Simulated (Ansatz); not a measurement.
HfH4ClO3F: geometry relaxation (part 1 of 2)

The run: geometry relaxation of HfH4ClO3F. Method and program: RKS PBE/def2-SVP (Ansatz 0.2.0).

It belongs to a series of runs on one base structure; here: end point A relaxed. Figures and captions count atoms from 1; the log counts them from 0 in places.

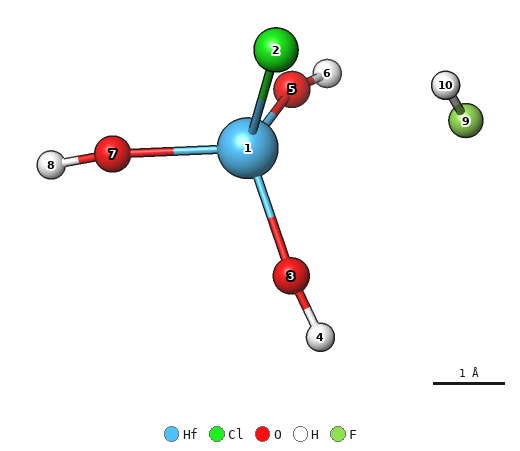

Fig. 1: The input geometry (ball-and-stick view, seen at a tilt; atoms are numbered from 1 in the order of the input). Sticks mark near contacts.

The input:
```yaml
crystal:
  periodic: [false, false, false]
  atoms:
    - { symbol: Hf, position_ang: [-0.158754, -0.28578, 0.197625] }
    - { symbol: Cl, position_ang: [-0.014585, -0.075776, 2.682159] }
    - { symbol: O, position_ang: [1.557286, -0.531725, -0.638563] }
    - { symbol: H, position_ang: [2.39023, -0.512084, -1.125769] }
    - { symbol: O, position_ang: [-1.191496, 1.122318, -0.617264] }
    - { symbol: H, position_ang: [-1.467506, 1.90639, -1.109442] }
    - { symbol: O, position_ang: [-1.142884, -1.915304, -0.072338] }
    - { symbol: H, position_ang: [-1.65362, -2.596317, -0.524501] }
    - { symbol: F, position_ang: [1.413102, 2.32766, 1.078514] }
    - { symbol: H, position_ang: [1.244726, 2.031617, 1.947478] }
basis:
  gaussian: { orbitals: def2-SVP }
hamiltonian:
  xc: pbe
relax:
  f_tol: 0.03
  max_steps: 50
output:
  orbitals: {}
```

Hardware: 4 threads of Arm Neoverse V1, 24 GiB of memory available, shared host.

Launch command:
```bash
ansatz run input.yaml --threads 4 --pin off --max-ram 5120MiB --backend cpu --events-out ev --progress --plain --runs-dir out
```

What the program printed:
```
The last accepted step is kept in [file] (removed where the run ends without a failure and the disk answers)
Engine: ansatz 0.2.0, aarch64-unknown-linux-gnu
Functional definition: PBE
  parameter kappa = 0.804
  parameter beta = 0.06672455060314922
  exchange = pbe_x(kappa = kappa, mu = beta*pi^2/3)
  correlation = pbe_c(beta = beta)
1318 factors; their error is unknown
mean field evaluation 1: about -22716.8146 eV, gradient 1.0e2 eV
mean field evaluation 2: about -22476.2371 eV, gradient 3.2e2 eV
mean field evaluation 4: about -22735.2266 eV, gradient 2.0e1 eV
mean field evaluation 8: about -22735.9094 eV, gradient 1.9e-1 eV
mean field evaluation 16: about -22735.8273 eV, gradient 8.4e-4 eV
mean field -22735.82725117 eV, -835.5262405832 hartree, gradient 6.5e-5 eV, S^2 0.000000; 0 other end points of the search recorded, 0 dependent functions left out
the calculation of the forces begins
reference -22735.82733566 eV, -835.5262436881 hartree; 33, 33 occupied and 93, 93 virtual orbitals, 1318 factors
relax step   1: F+E_penalty+E_count = -22735.82725117 eV  Δ(F+E_penalty+E_count) = +0.000e0 eV  max|allowed force component| = 7.382e-1 eV/Å  Δτ_max = 0.0000 Å  (29 SCF iters, accepted)
these checks for a lower state are left out or cut short: starts, cluster_reference, orbital_swaps, neighbouring_geometries, increment
1318 factors; their error is unknown
mean field -22735.92885750 eV, -835.5299745469 hartree, gradient 8.4e-6 eV, S^2 0.000000; 0 other end points of the search recorded, 0 dependent functions left out
[... from here on the field's lines of each further geometry are left out, up to the last ...]
relax step   2: F+E_penalty+E_count = -22735.92885750 eV  Δ(F+E_penalty+E_count) = -1.016e-1 eV  max|allowed force component| = 7.014e-1 eV/Å  Δτ_max = 0.1940 Å  (36 SCF iters, accepted)
relax step   3: F+E_penalty+E_count = -22735.99181365 eV  Δ(F+E_penalty+E_count) = -6.296e-2 eV  max|allowed force component| = 4.813e-1 eV/Å  Δτ_max = 0.1948 Å  (30 SCF iters, accepted)
relax step   4: F+E_penalty+E_count = -22736.05596142 eV  Δ(F+E_penalty+E_count) = -6.415e-2 eV  max|allowed force component| = 1.579e-1 eV/Å  Δτ_max = 0.1950 Å  (37 SCF iters, accepted)
relax step   5: F+E_penalty+E_count = -22736.05371211 eV  Δ(F+E_penalty+E_count) = +2.249e-3 eV  max|allowed force component| = 4.058e-1 eV/Å  Δτ_max = 0.1183 Å  (37 SCF iters, rejected (line search))
relax step   6: F+E_penalty+E_count = -22736.07107952 eV  Δ(F+E_penalty+E_count) = -1.512e-2 eV  max|allowed force component| = 5.574e-2 eV/Å  Δτ_max = 0.0584 Å  (31 SCF iters, accepted)
relax step   7: F+E_penalty+E_count = -22736.07347240 eV  Δ(F+E_penalty+E_count) = -2.393e-3 eV  max|allowed force component| = 1.093e-1 eV/Å  Δτ_max = 0.0673 Å  (30 SCF iters, accepted)
relax step   8: F+E_penalty+E_count = -22736.07579082 eV  Δ(F+E_penalty+E_count) = -2.318e-3 eV  max|allowed force component| = 9.950e-2 eV/Å  Δτ_max = 0.0314 Å  (30 SCF iters, accepted)
relax step   9: F+E_penalty+E_count = -22736.08535253 eV  Δ(F+E_penalty+E_count) = -9.562e-3 eV  max|allowed force component| = 1.056e-1 eV/Å  Δτ_max = 0.1992 Å  (35 SCF iters, accepted)
relax step  10: F+E_penalty+E_count = -22736.08374392 eV  Δ(F+E_penalty+E_count) = +1.609e-3 eV  max|allowed force component| = 3.633e-1 eV/Å  Δτ_max = 0.0559 Å  (31 SCF iters, rejected (line search))
relax step  11: F+E_penalty+E_count = -22736.08710220 eV  Δ(F+E_penalty+E_count) = -1.750e-3 eV  max|allowed force component| = 5.308e-2 eV/Å  Δτ_max = 0.0279 Å  (31 SCF iters, accepted)
relax step  12: F+E_penalty+E_count = -22736.09040403 eV  Δ(F+E_penalty+E_count) = -3.302e-3 eV  max|allowed force component| = 8.773e-2 eV/Å  Δτ_max = 0.0998 Å  (30 SCF iters, accepted)
relax step  13: F+E_penalty+E_count = -22736.09098238 eV  Δ(F+E_penalty+E_count) = -5.783e-4 eV  max|allowed force component| = 8.081e-2 eV/Å  Δτ_max = 0.0620 Å  (30 SCF iters, accepted)
the calculation of the forces begins
reference -22736.09225645 eV, -835.5359793478 hartree; 33, 33 occupied and 93, 93 virtual orbitals, 1318 factors
relax step  14: F+E_penalty+E_count = -22736.09217283 eV  Δ(F+E_penalty+E_count) = -1.190e-3 eV  max|allowed force component| = 2.659e-2 eV/Å  Δτ_max = 0.0238 Å  (31 SCF iters, accepted)
1318 factors; their error is unknown
mean field evaluation 128: about -22736.0921 eV, gradient 3.0e-1 eV
```

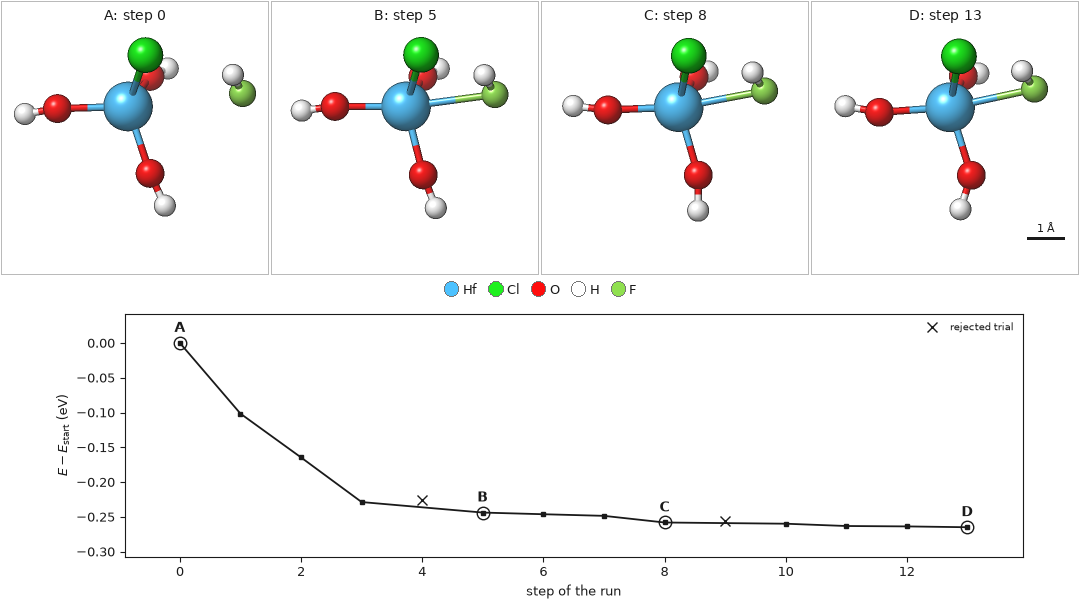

Fig. 2: Frames of the relaxation (ball-and-stick view, seen at a tilt) above the curves, on which the letters mark them (the first geometry is step 0 here and step 1 in the log).

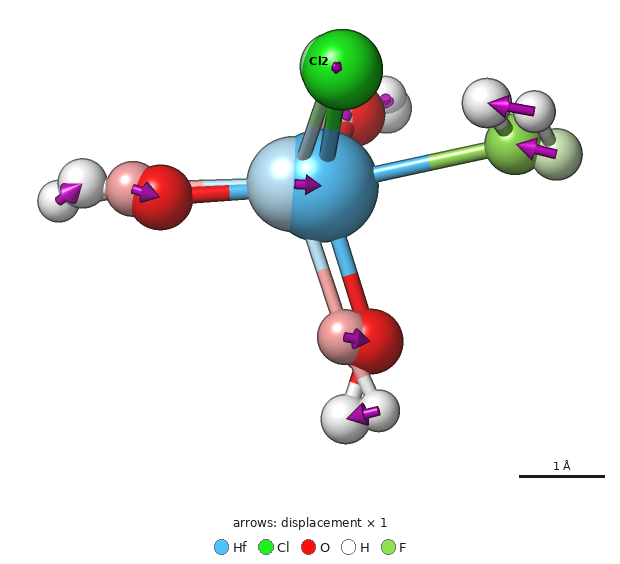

Fig. 3: Start (faint) and end (solid) with the displacements as pink arrows, at true length (ball-and-stick view, seen at a tilt). The two geometries are laid on each other by the best rigid fit. H10 moves most after the best rigid fit: 0.58 Å. Largest moves by element: H 0.58 Å, F 0.51 Å, O 0.36 Å, Hf 0.33 Å, Cl 0.12 Å. Among the contacts that change: Hf1–F9 3.174 → 2.401 Å, F9–H10 0.933 → 0.985 Å, Hf1–O3 1.925 → 1.942 Å, Hf1–Cl2 2.498 → 2.511 Å. New bonds form: Hf1–F9 (3.17 → 2.40 Å). Among the angles that change: Hf1–O3–H4 170.5° → 144.7°, Hf1–O5–H6 164.1° → 154.8°, Cl2–Hf1–O7 103.9° → 97.2°. After 13 geometry steps the energy has fallen by 0.265 eV. Largest force component: 0.74 eV/Å at the start, 0.027 eV/Å at the end. The line search rejected the trial steps at points 4, 9 (counted from 0) and went back. (Atoms are counted from 1 in the order of the input.)

```
mean field -22736.09217283 eV, -835.5359762746 hartree, gradient 1.0e-5 eV, S^2 0.000000; 1 other end points of the search recorded, 0 dependent functions left out
the calculation of the forces begins
reference -22736.09225645 eV, -835.5359793478 hartree; 33, 33 occupied and 93, 93 virtual orbitals, 1318 factors
Total energy: -22736.09225645 eV, -835.5359793478 hartree
Atom 0 at     0.021870    -0.011583     0.206429 Å, force     0.002862     0.001345    -0.026589 eV/Å
Atom 1 at     0.079919    -0.043821     2.716232 Å, force    -0.007177    -0.013404     0.017096 eV/Å
Atom 2 at     1.708681    -0.240491    -0.727470 Å, force    -0.000252    -0.004904     0.002283 eV/Å
Atom 3 at     2.225288    -0.832849    -1.292469 Å, force    -0.007517     0.002470     0.004399 eV/Å
Atom 4 at    -1.185160     1.230478    -0.659165 Å, force     0.000720     0.001095     0.005821 eV/Å
Atom 5 at    -1.424155     1.921146    -1.291262 Å, force     0.003277    -0.002456     0.003318 eV/Å
Atom 6 at    -0.849993    -1.711895    -0.038164 Å, force    -0.005943    -0.007939    -0.001112 eV/Å
Atom 7 at    -1.542289    -2.363886    -0.205273 Å, force     0.008148     0.005410     0.000531 eV/Å
Atom 8 at     1.057712     1.956698     1.110379 Å, force    -0.001555     0.002138     0.000519 eV/Å
Atom 9 at     0.884626     1.567203     1.998661 Å, force     0.007437     0.016243    -0.006268 eV/Å
Dipole moment:    -0.114616    -0.110312    -0.540190 e Å
```

Trajectory as extended XYZ (Å, eV, eV/Å), 14 frames, from step=1 to step=14:
```
10
Properties=species:S:1:pos:R:3:forces:R:3 step=1 energy=-22735.82725
Hf   -0.1588   -0.2858    0.1976    0.1293   0.1981   0.7382
Cl   -0.0146   -0.0758    2.6822    0.0857   0.1508  -0.7364
O     1.5573   -0.5317   -0.6386    0.0165   0.0160   0.0089
H     2.3902   -0.5121   -1.1258   -0.0315   0.0021   0.0113
O    -1.1915    1.1223   -0.6173    0.0041   0.0269  -0.0014
H    -1.4675    1.9064   -1.1094    0.0177  -0.0357   0.0192
O    -1.1429   -1.9153   -0.0723    0.0152   0.0215  -0.0218
H    -1.6536   -2.5963   -0.5245   -0.0404  -0.0543  -0.0213
F     1.4131    2.3277    1.0785    0.0044   0.0189  -0.4787
H     1.2447    2.0316    1.9475   -0.2010  -0.3441   0.4820
10
Properties=species:S:1:pos:R:3:forces:R:3 step=2 energy=-22735.92886
Hf   -0.1316   -0.2425    0.2324    0.1222   0.2119  -0.6218
Cl    0.0639    0.0545    2.6029    0.0007  -0.0114   0.7014
O     1.5731   -0.5054   -0.6194    0.0822  -0.0414  -0.0258
H     2.3955   -0.5009   -1.1242   -0.0315   0.0110   0.0177
O    -1.1752    1.1478   -0.5971   -0.0770   0.0490  -0.0357
H    -1.4599    1.9150   -1.1097    0.0255  -0.0256   0.0255
O    -1.1181   -1.8743   -0.0472   -0.0367  -0.0523   0.0572
H    -1.6311   -2.5566   -0.4982    0.0114   0.0162   0.0260
F     1.3142    2.1673    1.0520    0.0767   0.1373  -0.5138
H     1.1457    1.8661    1.9266   -0.1735  -0.2947   0.3692
10
Properties=species:S:1:pos:R:3:forces:R:3 step=3 energy=-22735.99181
Hf   -0.1053   -0.1992    0.2445    0.0948   0.1564  -0.4813
Cl    0.0624    0.0497    2.6526    0.0316   0.0482   0.3513
O     1.5959   -0.4811   -0.6109   -0.0020  -0.0645   0.0047
H     2.4155   -0.4855   -1.1194   -0.0089   0.0142   0.0020
O    -1.1643    1.1783   -0.5892   -0.0621  -0.0363  -0.0041
H    -1.4553    1.9404   -1.1049    0.0204   0.0009   0.0073
O    -1.0955   -1.8351   -0.0168    0.0199   0.0378   0.0439
H    -1.6092   -2.5214   -0.4612    0.0124   0.0191   0.0273
F     1.2772    2.1041    0.9895   -0.0764  -0.1213  -0.1929
H     1.0551    1.7208    1.8337   -0.0298  -0.0544   0.2420
10
Properties=species:S:1:pos:R:3:forces:R:3 step=4 energy=-22736.05596
Hf   -0.0669   -0.1354    0.2312    0.0912   0.1355  -0.0558
Cl    0.0721    0.0642    2.6881   -0.0208  -0.0378   0.1575
O     1.6237   -0.4667   -0.6283    0.0043  -0.0790  -0.0599
H     2.4422   -0.4895   -1.1376   -0.0023   0.0070  -0.0099
O    -1.1643    1.2081   -0.6088   -0.0823  -0.0418  -0.0699
H    -1.4708    1.9643   -1.1235    0.0104   0.0096  -0.0072
O    -1.0618   -1.7777    0.0197    0.0088   0.0282  -0.0429
H    -1.5794   -2.4742   -0.4048    0.0191   0.0245   0.0605
F     1.1790    1.9439    0.9376   -0.0528  -0.0900   0.1579
H     1.0027    1.6340    1.8443    0.0243   0.0437  -0.1301
10
Properties=species:S:1:pos:R:3:forces:R:3 step=5 energy=-22736.05371 accepted=F
Hf   -0.0134   -0.0492    0.2457   -0.2336  -0.4058  -0.3371
Cl    0.0661    0.0504    2.7535    0.0068   0.0130  -0.0156
O     1.6263   -0.4655   -0.6859    0.0055   0.0887   0.0523
H     2.4250   -0.5208   -1.2253   -0.0631  -0.0022   0.0168
O    -1.1652    1.2061   -0.6700    0.0773   0.0353   0.0490
H    -1.4933    1.9333   -1.2143    0.0239  -0.0442   0.0144
O    -1.0113   -1.6936    0.0640    0.0145   0.0338  -0.0110
H    -1.5348   -2.3960   -0.3431    0.0215   0.0279   0.0784
F     1.1279    1.8595    0.9892    0.1664   0.2902  -0.0614
H     0.9491    1.5470    1.9040   -0.0192  -0.0368   0.2142
```
